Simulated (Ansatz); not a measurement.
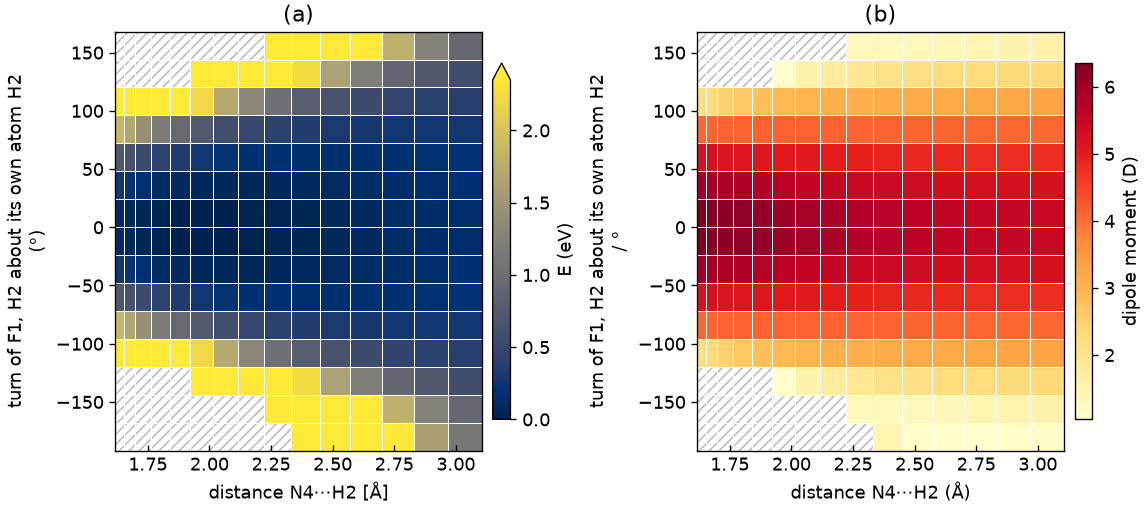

The pair FH···CHN. The turn is about an axis along (−0.75, 0.66, −0.05) in the frame of the relaxed pair, normal to the line between the partners. Coordinates scanned: (1) distance N4···H2; (2) turn of F1, H2 about its own atom H2. The scan uses a 15 × 15 grid; 156 points were computed and 34 follow by symmetry. At 35 points there is no value (left out of the scan, as a rule where atoms come close). Points are written as (first, second). Energies: eV, counted from the lowest grid point. These are results of Ansatz, RHF/def2-SVPD, not measurements.

Panel (a) is the energy and panel (b) the computed dipole moment on the same grid.

Drawn: one coloured cell a grid point, one colour for all values above the top of the scale, hatched blanks where no value was computed.

Question: How does the dipole moment vary over the map, and what is it at the lowest grid point?

Answer: Leaving out the highest fifth of the energies, it runs from 1.08 D at (2.898 Å, −180°) to 6.35 D at (1.636 Å, −12°). At the lowest grid point, (1.967 Å, −12°), it is 6.01 D.
